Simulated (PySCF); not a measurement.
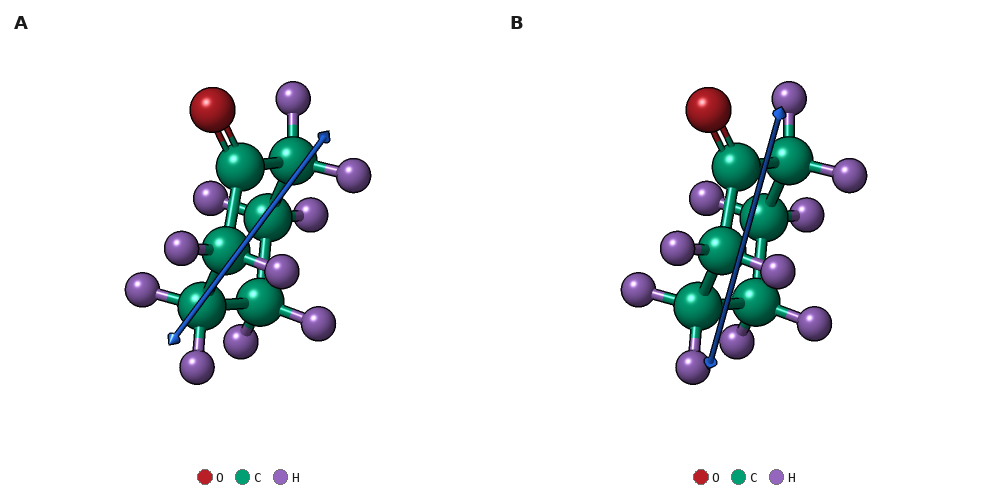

The double arrows show the directions of two transition dipoles from the ground state (lengths mean nothing). The computed structure is the end point of a PBE0-D3(BJ)/def2-SVP optimisation. No frequency run is at hand to confirm it as a minimum. Properties computed with TDDFT ωB97X-D/def2-SVPD, vertical, IEF-PCM acetonitrile (non-equilibrium linear response), core orbitals frozen in the response (PySCF 2.14.0).

One belongs to singlet state 2 and one to singlet state 4. Which is which?

Answer. A: state 2, 7.43 eV (167 nm), oscillator strength 0.036, mainly HOMO → LUMO+1 (weight 0.75).
B: state 4, 7.73 eV (160 nm), oscillator strength 0.024, mainly HOMO−2 → LUMO (weight 0.72).
